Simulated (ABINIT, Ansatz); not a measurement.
# A GW run on CsPbBr3 (Pm-3m) in ABINIT, with inputs changed

What do changed inputs do to GW on CsPbBr3 (Pm-3m)?

Main program and level: ABINIT 10.8.3; PBE and many-body steps on it, plane waves.

**1. The structure**

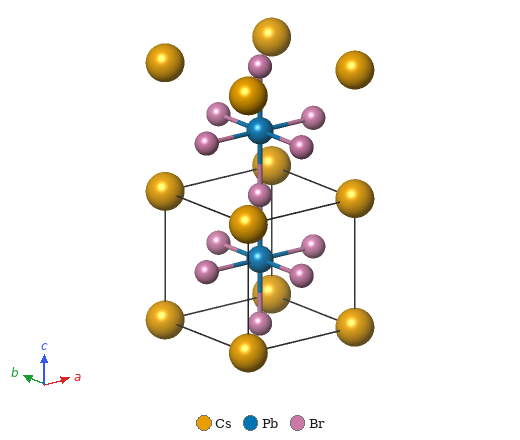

Start, viewed from a free direction; caesium orange, lead blue, bromine pink. 1×1×2 cells are drawn. Some periodic images of atoms are drawn too.

Structure file:

```cif
data_structure
_symmetry_space_group_name_H-M 'Pm-3m'
_symmetry_Int_Tables_number 221
_cell_length_a 5.9486
_cell_length_b 5.9486
_cell_length_c 5.9486
_cell_angle_alpha 90.000
_cell_angle_beta 90.000
_cell_angle_gamma 90.000
_cell_volume 210.50
loop_
_atom_site_label
_atom_site_type_symbol
_atom_site_symmetry_multiplicity
_atom_site_Wyckoff_symbol
_atom_site_fract_x
_atom_site_fract_y
_atom_site_fract_z
_atom_site_occupancy
Cs1 Cs 1 a 0.00000 0.00000 0.00000 1
Pb1 Pb 1 b 0.50000 0.50000 0.50000 1
Br1 Br 3 c 0.50000 0.50000 0.00000 1
```

The cell and positions are those that the Materials Project relaxed with its own functionals (PBE, PBE+U or r2SCAN), kept fixed. Spin-orbit coupling is left out unless a step names it.

**2. Screening, 2×2×2 mesh, 240 bands, screening to 141.5 eV**

This step: ABINIT 10.8.3; RPA screening on PBE, plane waves, norm-conserving pseudopotentials.

The RPA dielectric matrix is built and inverted for each q.

Contents of run.abi:

```
acell 3*1.0 Angstrom
rprim 
  5.948630820000 0.000000000000 0.000000000000
  0.000000000000 5.948630820000 0.000000000000
  0.000000000000 0.000000000000 5.948630820000
ntypat 3
znucl 55 82 35
natom 5
typat 1 2 3 3 3
xred 
  0.000000000000 0.000000000000 0.000000000000
  0.500000000000 0.500000000000 0.500000000000
  0.500000000000 0.500000000000 0.000000000000
  0.500000000000 0.000000000000 0.500000000000
  0.000000000000 0.500000000000 0.500000000000
pp_dirpath "pseudos"
pseudos "Cs.upf, Pb.upf, Br.upf"
ecut 34
ngkpt 2 2 2
nshiftk 1
shiftk 0 0 0
kptopt 1
chksymbreak 0
istwfk *1
occopt 1
irdwfk 1
optdriver 3
nband 240
ecuteps 5.2
inclvkb 2
awtr 1
symchi 1
indata_prefix "in"
outdata_prefix "out"
tmpdata_prefix "tmp"
```

On the command line:

```
OMP_NUM_THREADS=1 mpirun -n 4 abinit run.abi > log
```

The log of the run:

```text
.Version 10.8.3 of ABINIT. v10.8.2 released Aug 2026.

 Symmetries : space group Pm -3 m (#221); Bravais cP (primitive cubic)
[... echo of the input left out ...]
== DATASET  1 ==================================================================
-   mpi_nproc: 4, omp_nthreads: 1 (-1 if OMP is not activated)

--- !DatasetInfo
iteration_state: {dtset: 1, }
dimensions: {natom: 5, nkpt: 4, mband: 240, nsppol: 1, nspinor: 1, nspden: 1, mpw: 13512, }
cutoff_energies: {ecut:  34.0, pawecutdg:  -1.0, }
electrons: {nelect:   8.20000000E+01, charge:   0.00000000E+00, occopt:   1.00000000E+00, tsmear:   1.00000000E-02, }

 SCREENING: Calculation of the susceptibility and dielectric matrices

 Based on a program developped by R.W. Godby, V. Olevano, G. Onida, and L. Reining.
 Incorporated in ABINIT by V. Olevano, G.-M. Rignanese, and M. Torrent.
.Using double precision arithmetic ; gwpc =  8

[... cell and pseudopotentials left out ...]
--------------------------------------------------------------------------------

 ==== K-mesh for the wavefunctions ====
 Number of points in the irreducible wedge :     4
[... list of points left out ...]
 Together with 48 symmetry operations and time-reversal symmetry
 yields     8 points in the full Brillouin Zone.

 ==== Q-mesh for the screening function ====
 Number of points in the irreducible wedge :     4
[... list of points left out ...]
 Together with 48 symmetry operations and time-reversal symmetry
 yields     8 points in the full Brillouin Zone.

 setmesh: FFT mesh size selected  =    45x   45x   45
          total number of points  =        91125

 vcoul_init : cutoff-mode = AUXILIARY_FUNCTION
 q-points for optical limit:   1
     1)      0.000010    0.000020    0.000030

- screening: taking advantage of time-reversal symmetry
- Maximum band index for partially occupied states nbvw = 41
- Remaining bands to be divided among processors   nbcw = 199
- Number of bands treated by each node ~49

 Number of electrons calculated from density =   82.0000; Expected =   82.0000
 average of density, n =  0.057725
 r_s =    1.6051
 omega_plasma =   23.1760 [eV]

 calculating chi0 at frequencies [eV] :
  1    0.000000E+00    0.000000E+00
  2    0.000000E+00    2.317601E+01

--------------------------------------------------------------------------------
  q-point number  1        q = ( 0.000000, 0.000000, 0.000000) [r.l.u.]
--------------------------------------------------------------------------------
[... chi0 elements left out ...]
 For q-point:  0.000010 0.000020 0.000030
  dielectric constant =   9.0801
  dielectric constant without local fields =  10.3048

  Average fulfillment of the sum rule on Im[epsilon] for q-point    1 :     54.87  [%]
[... wings left out ...]
  q-point number  2        q = ( 0.500000, 0.000000, 0.000000) [r.l.u.]
--------------------------------------------------------------------------------
[... chi0 elements left out ...]
  Average fulfillment of the sum rule on Im[epsilon] for q-point    2 :     59.36  [%]

 [... 2 further q-points ...]
```

Elapsed: 3.7 min, on 4 MPI ranks of Arm Neoverse V1, shared host; peak memory 3.3 GiB; 15 min of CPU time.

This step gave:

- ε∞ with local fields, on this mesh, along the program's q direction: 9.080
- the same without local fields: 10.30
- plasma frequency: 23.18 eV
- plane waves in the screening matrix: 799

Local fields lower ε∞ by 12 %. On a Γ-centred mesh this coarse the value itself is usually too large, while a short band sum pulls it down.

**3. Base**

The self-energy is evaluated for the states that the input lists, and the levels follow from it, in one-shot runs by the linearised quasiparticle equation.

This step: G0W0 on PBE, plane waves, norm-conserving pseudopotentials.

Changes to run.abi since step 2:

```diff
@@ -26,8 +26,17 @@
 irdwfk 1
-optdriver 3
+optdriver 4
 nband 240
+gwcalctyp 0
+ecutsigx 34
+symsigma 1
+nkptgw 2
+kptgw 
+  0.5000000000 0.5000000000 0.5000000000
+  0.0000000000 0.0000000000 0.0000000000
+bdgw 
+  38 44
+  39 44
 ecuteps 5.2
-inclvkb 2
-awtr 1
-symchi 1
+irdscr 1
+ppmodel 1
 indata_prefix "in"
```

The log of the run:

```text
.Version 10.8.3 of ABINIT. v10.8.2 released Aug 2026.

 Symmetries : space group Pm -3 m (#221); Bravais cP (primitive cubic)
[... echo of the input left out ...]
== DATASET  1 ==================================================================
-   mpi_nproc: 4, omp_nthreads: 1 (-1 if OMP is not activated)

--- !DatasetInfo
iteration_state: {dtset: 1, }
dimensions: {natom: 5, nkpt: 4, mband: 240, nsppol: 1, nspinor: 1, nspden: 1, mpw: 13512, }
cutoff_energies: {ecut:  34.0, pawecutdg:  -1.0, }
electrons: {nelect:   8.20000000E+01, charge:   0.00000000E+00, occopt:   1.00000000E+00, tsmear:   1.00000000E-02, }

 SIGMA: Calculation of the GW corrections

 Based on a program developped by R.W. Godby, V. Olevano, G. Onida, and L. Reining.
 Incorporated in ABINIT by V. Olevano, G.-M. Rignanese, and M. Torrent.
.Using double precision arithmetic ; gwpc =  8

[... cell and pseudopotentials left out ...]
--------------------------------------------------------------------------------

 ==== K-mesh for the wavefunctions ====
 Number of points in the irreducible wedge :     4
[... list of points left out ...]
 Together with 48 symmetry operations and time-reversal symmetry
 yields     8 points in the full Brillouin Zone.

 ==== Q-mesh for screening function ====
 Number of points in the irreducible wedge :     4
[... list of points left out ...]
 Together with 48 symmetry operations and time-reversal symmetry
 yields     8 points in the full Brillouin Zone.

 vcoul_init : cutoff-mode = AUXILIARY_FUNCTION
 q-points for optical limit:   1
     1)      0.000010    0.000020    0.000030
 setmesh: FFT mesh size selected  =    60x   60x   60
          total number of points  =       216000

 Number of electrons calculated from density =   82.0000; Expected =   82.0000
 average of density, n =  0.057725
 r_s =    1.6051
 omega_plasma =   23.1760 [eV]

 === KS Band Gaps ===
  >>>> For spin  1
   Minimum direct gap =   1.6898 [eV], located at k-point      :   0.5000  0.5000  0.5000
   Fundamental gap    =   1.6898 [eV], Top of valence bands at :   0.5000  0.5000  0.5000
                                       Bottom of conduction at :   0.5000  0.5000  0.5000
 SIGMA fundamental parameters:
 PLASMON POLE MODEL  1
 number of plane-waves for SigmaX                13397
 number of plane-waves for SigmaC and W            799
 number of plane-waves for wavefunctions         13397
 number of bands                                   240
 number of independent spin polarizations            1
 number of spinorial components                      1
 number of k-points in IBZ                           4
 number of q-points in IBZ                           4
 number of symmetry operations                      48
 number of k-points in BZ                            8
 number of q-points in BZ                            8
 number of frequencies for dSigma/dE                 9
 frequency step for dSigma/dE [eV]                0.25
 number of omega for Sigma on real axis              0
 max omega for Sigma on real axis  [eV]           0.00
 zcut for avoiding poles [eV]                     0.10

 EPSILON^-1 parameters (SCR file):
 dimension of the eps^-1 matrix on file            799
 dimension of the eps^-1 matrix used               799
 number of plane-waves for wavefunctions         13397
 number of bands                                   240
 number of q-points in IBZ                           4
 number of frequencies                               2
 number of real frequencies                          1
 number of imag frequencies                          1

 matrix elements of self-energy operator (all in [eV])

 Perturbative Calculation

--- !SelfEnergy_ee
iteration_state: {dtset: 1, }
kpoint     : [   0.500,    0.500,    0.500, ]
spin       : 1
KS_gap     :    1.690
QP_gap     :    3.396
Delta_QP_KS:    1.707
data: !SigmaeeData |
     Band     E0 <VxcDFT>   SigX SigC(E0)      Z dSigC/dE  Sig(E)    E-E0       E
       38   0.404 -14.484 -19.508   2.914   0.786  -0.273 -16.142  -1.658  -1.254
       39   0.404 -14.484 -19.508   2.914   0.786  -0.273 -16.142  -1.658  -1.254
       40   0.404 -14.484 -19.508   2.914   0.786  -0.273 -16.142  -1.658  -1.254
       41   1.844 -15.662 -18.899   1.878   0.799  -0.251 -16.748  -1.086   0.759
       42   3.534 -10.454  -6.594  -3.101   0.818  -0.223  -9.833   0.621   4.155
       43   3.534 -10.454  -6.594  -3.101   0.818  -0.223  -9.833   0.621   4.155
[...]
--- !SelfEnergy_ee
iteration_state: {dtset: 1, }
kpoint     : [   0.000,    0.000,    0.000, ]
spin       : 1
KS_gap     :    4.986
QP_gap     :    6.742
Delta_QP_KS:    1.757
data: !SigmaeeData |
     Band     E0 <VxcDFT>   SigX SigC(E0)      Z dSigC/dE  Sig(E)    E-E0       E
[...]
42   5.036  -6.287  -2.907  -3.210   0.843  -0.187  -6.144   0.143   5.179
       43   6.198  -6.375  -2.776  -3.166   0.842  -0.187  -6.010   0.365   6.563
       44   6.198  -6.375  -2.776  -3.166   0.842  -0.187  -6.010   0.365   6.563

== END DATASET(S) ==============================================================
================================================================================

 -outvars: echo values of variables after computation  --------
           etotal      0.0000000000E+00
            nband         240
             nkpt           4
          spgroup         221
 [... the other variables as echoed above ...]

 Calculation completed.
```

Run time: 1.7 min. Hardware: 4 MPI ranks; peak memory 2.9 GiB; 6.8 min of CPU time.

This step gave:

* G0W0 gap on the points computed: 3.396 eV
* starting gap on the mesh: 1.690 eV
* k of the valence top: 0.5, 0.5, 0.5
* k of the conduction bottom: 0.5, 0.5, 0.5
* Z at the valence top: 0.799
* Z at the conduction bottom: 0.818
* least direct G0W0 gap on the computed points: 3.396 eV

The gap on the mesh goes from 1.69 eV to 3.40 eV, a correction of +1.71 eV.

**4. Broadening of the poles**

Changes to run.abi since step 3:

```diff
@@ -41,2 +41,3 @@
 ppmodel 1
+zcut 0.01 eV
 indata_prefix "in"
```

The log of the run:

```text
.Version 10.8.3 of ABINIT. v10.8.2 released Aug 2026.

 Symmetries : space group Pm -3 m (#221); Bravais cP (primitive cubic)
[... echo of the input left out ...]
== DATASET  1 ==================================================================
-   mpi_nproc: 4, omp_nthreads: 1 (-1 if OMP is not activated)

--- !DatasetInfo
iteration_state: {dtset: 1, }
dimensions: {natom: 5, nkpt: 4, mband: 240, nsppol: 1, nspinor: 1, nspden: 1, mpw: 13512, }
cutoff_energies: {ecut:  34.0, pawecutdg:  -1.0, }
electrons: {nelect:   8.20000000E+01, charge:   0.00000000E+00, occopt:   1.00000000E+00, tsmear:   1.00000000E-02, }

 SIGMA: Calculation of the GW corrections

 Based on a program developped by R.W. Godby, V. Olevano, G. Onida, and L. Reining.
 Incorporated in ABINIT by V. Olevano, G.-M. Rignanese, and M. Torrent.
.Using double precision arithmetic ; gwpc =  8

[... cell and pseudopotentials left out ...]
--------------------------------------------------------------------------------

 ==== K-mesh for the wavefunctions ====
 Number of points in the irreducible wedge :     4
[... list of points left out ...]
 Together with 48 symmetry operations and time-reversal symmetry
 yields     8 points in the full Brillouin Zone.

 ==== Q-mesh for screening function ====
 Number of points in the irreducible wedge :     4
[... list of points left out ...]
 Together with 48 symmetry operations and time-reversal symmetry
 yields     8 points in the full Brillouin Zone.

 vcoul_init : cutoff-mode = AUXILIARY_FUNCTION
 q-points for optical limit:   1
     1)      0.000010    0.000020    0.000030
 setmesh: FFT mesh size selected  =    60x   60x   60
          total number of points  =       216000

 Number of electrons calculated from density =   82.0000; Expected =   82.0000
[...]
number of omega for Sigma on real axis              0
 max omega for Sigma on real axis  [eV]           0.00
 zcut for avoiding poles [eV]                     0.01

 EPSILON^-1 parameters (SCR file):
 dimension of the eps^-1 matrix on file            799
 dimension of the eps^-1 matrix used               799
 number of plane-waves for wavefunctions         13397
 number of bands                                   240
 number of q-points in IBZ                           4
 number of frequencies                               2
 number of real frequencies                          1
 number of imag frequencies                          1

 matrix elements of self-energy operator (all in [eV])

 Perturbative Calculation

--- !SelfEnergy_ee
iteration_state: {dtset: 1, }
kpoint     : [   0.500,    0.500,    0.500, ]
spin       : 1
KS_gap     :    1.690
QP_gap     :    3.396
Delta_QP_KS:    1.707
data: !SigmaeeData |
     Band     E0 <VxcDFT>   SigX SigC(E0)      Z dSigC/dE  Sig(E)    E-E0       E
       38   0.404 -14.484 -19.508   2.914   0.786  -0.273 -16.142  -1.658  -1.254
       39   0.404 -14.484 -19.508   2.914   0.786  -0.273 -16.142  -1.658  -1.254
       40   0.404 -14.484 -19.508   2.914   0.786  -0.273 -16.142  -1.658  -1.254
[...]
--- !SelfEnergy_ee
iteration_state: {dtset: 1, }
kpoint     : [   0.000,    0.000,    0.000, ]
spin       : 1
KS_gap     :    4.986
QP_gap     :    6.742
Delta_QP_KS:    1.757
data: !SigmaeeData |
     Band     E0 <VxcDFT>   SigX SigC(E0)      Z dSigC/dE  Sig(E)    E-E0       E
[...]
43   6.198  -6.375  -2.776  -3.166   0.842  -0.187  -6.010   0.365   6.563
       44   6.198  -6.375  -2.776  -3.166   0.842  -0.187  -6.010   0.365   6.563

== END DATASET(S) ==============================================================
================================================================================

 -outvars: echo values of variables after computation  --------
           etotal      0.0000000000E+00
            nband         240
             nkpt           4
          spgroup         221
 [... the other variables as echoed above ...]

 Calculation completed.
```

Run time: 1.7 min. Hardware: 4 MPI ranks; peak memory 2.9 GiB.

This step gave:

* G0W0 gap on the points computed: 3.396 eV
* starting gap on the mesh: 1.690 eV
* k of the valence top: 0.5, 0.5, 0.5
* k of the conduction bottom: 0.5, 0.5, 0.5
* Z at the valence top: 0.799
* Z at the conduction bottom: 0.818
* least direct G0W0 gap on the computed points: 3.396 eV

Against G0W0 in ABINIT (2×2×2 mesh, 240 bands, screening to 141.5 eV, Godby-Needs plasmon pole), the gap moves by +0.000 eV.

(Part 1 of 2 ends here.)

[Paths, hosts, dates, memory and timing lines, banners, echoed tables and standing remarks are left out of the program output.]

[Logs are printed without paths, hosts, clocks, repeated set-up lines and the standing remarks that a program may print on its own settings, such as how far it seeks lower states.]

[Runs of the session that timed out or met a known fault of the program may be left out.]

[Hosts, paths, dates, database ids (printed as entryN), source tags and the programs' standing remarks are cut or masked in the printed files.]

[G0W0 gaps are taken among the corrected bands and points alone; a level outside them can change the order at an edge.]

[Where Ansatz stands beside ABINIT at settings called matched, ABINIT's density can come from a denser mesh and the files from another edition; pairs whose starting gaps differed by over 0.03 eV were left out, so agreement reads better than it is.]
